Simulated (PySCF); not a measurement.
# TiOF2 (SMILES [O]=[Ti]([F])[F]) at BLYP/cc-pVDZ

What is the vertical ionisation energy of TiOF2 at BLYP/cc-pVDZ? Input form: a Python script.

The calculation is run with PySCF 2.14.0.

6 further runs of the same task are left out: 2 that didn't finish, 4 set aside as unsound or not needed.

### Step 1. The structure to begin with

The species is TiOF2 (4 atoms), meant as a singlet with charge 0. As SMILES, `[O]=[Ti]([F])[F]`. The shape comes from GFN2-xTB, which is rough for such elements, and wasn't checked as a minimum.

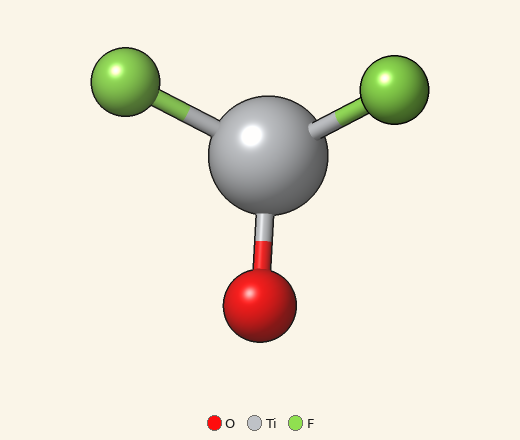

Viewed from a chosen angle; oxygen red, titanium light grey, fluorine green.

### Step 2. A single-point energy at BLYP/cc-pVDZ

File start.xyz:

```xyz
4

O      0.126060     0.507440     1.465250
Ti    -0.303530    -0.166110     0.083020
F      0.833410    -1.354510    -0.428040
F     -0.655940     1.013190    -1.120230
```

File run.py:

```python
from pyscf import gto, dft

mol = gto.Mole()
mol.atom = 'start.xyz'
mol.charge = 0
mol.basis = 'cc-pvdz'
mol.max_memory = 1860
mol.verbose = 3
mol.build()

ks = dft.RKS(mol)
ks.xc = 'blyp'
ks.grids.level = 5
ks.conv_tol = 1e-10
ks.kernel()
if not ks.converged:
    ks = ks.newton().run(ks.mo_coeff, ks.mo_occ)

e_final = ks.e_tot
print('Final energy', e_final)
```

Started as:

```bash
$ OMP_NUM_THREADS=1 python run.py
```

Output:

```text
converged SCF energy = -1124.62064599997
Final energy -1124.620645999973
```

It took 11 s on 1 thread of AMD EPYC 9R45 (Zen 5), shared host; peak memory 0.42 GiB.

### Step 3. The doublet cation at the same level

File job.py:

```python
from pyscf import gto, dft

mol = gto.M(
    atom=[
    ('O', (0.126060, 0.507440, 1.465250)),
    ('Ti', (-0.303530, -0.166110, 0.083020)),
    ('F', (0.833410, -1.354510, -0.428040)),
    ('F', (-0.655940, 1.013190, -1.120230)),
],
    max_memory=1860,
    charge=1,
    spin=1,
    basis='cc-pvdz',
    verbose=4,
)

mf = dft.UKS(mol)
mf.xc = 'blyp'
mf.conv_tol = 1e-10
mf.grids.level = 5
mf.kernel()
if not mf.converged:
    mf = mf.newton().run(mf.mo_coeff, mf.mo_occ)

e_final = mf.e_tot
print('E = %.10f Eh' % e_final)
```

Started as:

```bash
$ OMP_NUM_THREADS=1 python job.py
```

Output:

```text
PySCF version 2.14.0

[INPUT] num. atoms = 4
[INPUT] num. electrons = 47
[INPUT] charge = 1
[INPUT] spin (= nelec alpha-beta = 2S) = 1
[INPUT] symmetry False subgroup None
[INPUT] Mole.unit = angstrom
[INPUT] Symbol           X                Y                Z      unit          X                Y                Z       unit  Magmom
[INPUT]  1 O      0.126060000000   0.507440000000   1.465250000000 AA    0.238218875263   0.958922624649   2.768921204019 Bohr   0.0
[INPUT]  2 Ti    -0.303530000000  -0.166110000000   0.083020000000 AA   -0.573588570589  -0.313902406552   0.156885062861 Bohr   0.0
[INPUT]  3 F      0.833410000000  -1.354510000000  -0.428040000000 AA    1.574916649474  -2.559652932985  -0.808878370359 Bohr   0.0
[INPUT]  4 F     -0.655940000000   1.013190000000  -1.120230000000 AA   -1.239546954147   1.914651612148  -2.116927896522 Bohr   0.0

nuclear repulsion = 222.651612174616
number of shells = 22
number of NR pGTOs = 200
number of NR cGTOs = 85
basis = cc-pvdz
ecp = {}

******** <class 'pyscf.dft.uks.UKS'> ********
method = UKS
initial guess = minao
damping factor = 0
level_shift factor = 0
DIIS = <class 'pyscf.scf.diis.CDIIS'>
diis_start_cycle = 1
diis_space = 8
diis_damp = 0
SCF conv_tol = 1e-10
SCF conv_tol_grad = None
SCF max_cycles = 50
direct_scf = True
direct_scf_tol = 1e-13
number electrons alpha = 24  beta = 23
XC library pyscf.dft.libxc version 7.0.0
    S. Lehtola, C. Steigemann, M. J.T. Oliveira, and M. A.L. Marques.,  SoftwareX 7, 1–5 (2018)
XC functionals = blyp
    A. D. Becke.,  Phys. Rev. A 38, 3098 (1988)
    C. Lee, W. Yang, and R. G. Parr.,  Phys. Rev. B 37, 785 (1988)
    B. Miehlich, A. Savin, H. Stoll, and H. Preuss.,  Chem. Phys. Lett. 157, 200 (1989)
radial grids:
    Treutler-Ahlrichs [JCP 102, 346 (1995); DOI:10.1063/1.469408] (M4) radial grids

becke partition: Becke, JCP 88, 2547 (1988); DOI:10.1063/1.454033
pruning grids: <function nwchem_prune>
grids dens level: 5
symmetrized grids: False
atomic radii adjust function: <function treutler_atomic_radii_adjust>
small_rho_cutoff = 0
Set gradient conv threshold to 1e-05
tot grids = 176016
init E= -1124.59947224731
[... the frontier-level lines of each cycle are left out ...]

cycle= 1 E= -1123.90712441969  delta_E= 0.692  |g|= 0.813  |ddm|= 4.67
cycle= 2 E= -1106.05174930731  delta_E= 17.9  |g|= 6.58  |ddm|= 7.64
cycle= 3 E= -1123.68482966487  delta_E= -17.6  |g|= 1.22  |ddm|= 7.92
cycle= 4 E= -1123.33302302515  delta_E= 0.352  |g|=  1.4  |ddm|= 1.44
cycle= 5 E= -1124.13911723328  delta_E= -0.806  |g|= 0.394  |ddm|= 1.19
cycle= 6 E= -1124.15713109956  delta_E= -0.018  |g|= 0.307  |ddm|= 0.618
cycle= 7 E= -1124.18937283898  delta_E= -0.0322  |g|= 0.121  |ddm|= 0.387
cycle= 8 E= -1124.1941324619  delta_E= -0.00476  |g|= 0.0365  |ddm|= 0.154
cycle= 9 E= -1124.19468363271  delta_E= -0.000551  |g|= 0.00337  |ddm|= 0.113
cycle= 10 E= -1124.19468759552  delta_E= -3.96e-06  |g|= 0.00158  |ddm|= 0.00959
cycle= 11 E= -1124.19468871812  delta_E= -1.12e-06  |g|= 0.000235  |ddm|= 0.00156
cycle= 12 E= -1124.19468874373  delta_E= -2.56e-08  |g|= 0.000144  |ddm|= 0.00107
cycle= 13 E= -1124.19468875235  delta_E= -8.62e-09  |g|= 4.46e-05  |ddm|= 0.00043
cycle= 14 E= -1124.19468875345  delta_E= -1.1e-09  |g|= 1.92e-05  |ddm|= 0.000114
cycle= 15 E= -1124.19468875368  delta_E= -2.28e-10  |g|= 1.04e-05  |ddm|= 8.17e-05
cycle= 16 E= -1124.19468875375  delta_E= -7.25e-11  |g|= 3.65e-06  |ddm|= 4.33e-05
Extra cycle  E= -1124.19468875367  delta_E= 8.14e-11  |g|= 1.35e-05  |ddm|= 2.67e-05
converged SCF energy = -1124.19468875367  <S^2> = 0.75683956  2S+1 = 2.0068279
E = -1124.1946887537 Eh
```

Wall time 16 s (1 thread of AMD EPYC 9R45 (Zen 5), shared host); peak memory 0.44 GiB.

### Step 4. Outcome

At BLYP/cc-pVDZ:

| quantity | value |
| --- | --- |
| singlet TiOF2: total energy | -1124.62065 Eh |
| singlet TiOF2: dipole moment | 3.75 D |
| singlet TiOF2: HOMO energy | -7.53 eV |
| singlet TiOF2: LUMO energy | -4.10 eV |
| singlet TiOF2: HOMO–LUMO gap | 3.44 eV |
| doublet cation: total energy | -1124.19469 Eh |
| doublet cation: HOMO energy (highest over α and β) | -16.26 eV |
| doublet cation: LUMO energy (lowest over α and β) | -15.60 eV |
| doublet cation: ⟨S²⟩ | 0.757 |
| vertical ionisation energy (to the doublet cation) | 11.591 eV |

In words: Removing an electron at fixed nuclei costs 11.59 eV (1118 kJ/mol). The negative HOMO energy of the first species, 7.53 eV, lies 4.06 eV below that difference.
